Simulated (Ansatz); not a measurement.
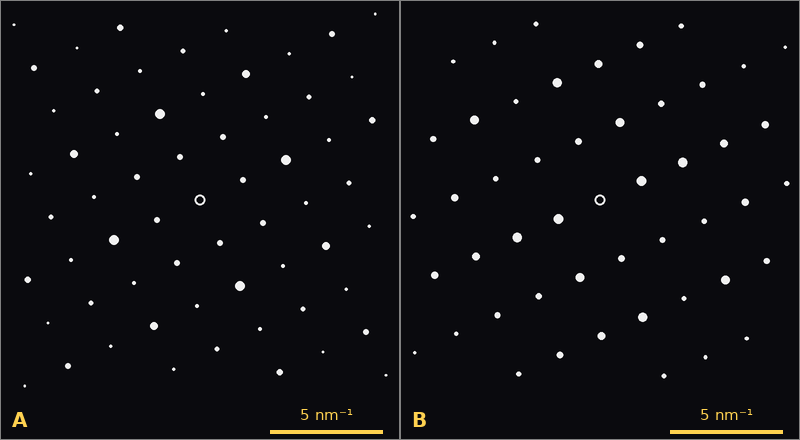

Kinematic electron diffraction patterns (300 kV, B = 0.5 Å², same scale, each along a low-index zone) of two structures of composition TiAsS3, each relaxed at zero pressure with DFT PBE, scalar-relativistic, plane waves, PAW in Ansatz 0.2.0. The runs are not spin-polarised.

The structures (standard cells):
1. R3m (No. 160), a = 6.744 Å, c = 8.970 Å (hexagonal axes), 15 atoms; generated start, possibly hypothetical
2. Pm-3m (No. 221), a = 4.683 Å, 5 atoms; generated start, possibly hypothetical

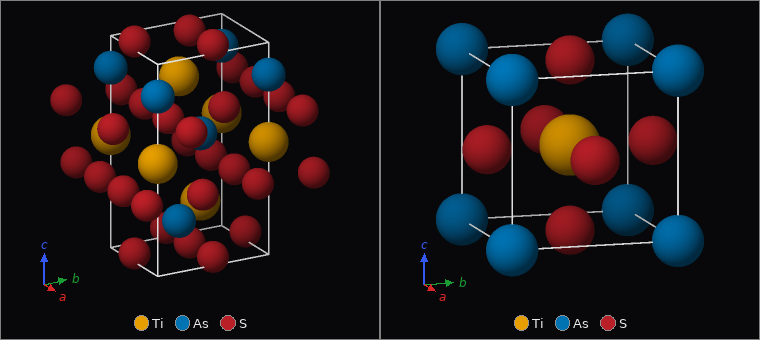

Drawings of the structures 1 to 2, from left to right (each may span several cells).

Which pattern belongs to which structure, and along which zone?

Answer. A is structure 2 along [001] or an equivalent direction: square net of 1 0 0 at d = 4.68 Å and 0 1 0 at d = 4.68 Å, 90.0° apart. B is structure 1 along [100] or an equivalent direction: oblique net of 0 1 -1 at d = 4.89 Å and 0 1 2 at d = 3.56 Å, 85.5° apart.

Rank the structures by their computed energy.

Answer. Structure 1 (R3m, 23.56 Å³ an atom) is the lowest of these; structure 2 (Pm-3m, 20.54 Å³ an atom) lies about 560 meV an atom higher. These are static energies at 0 K; other structures, not shown, may lie lower still.
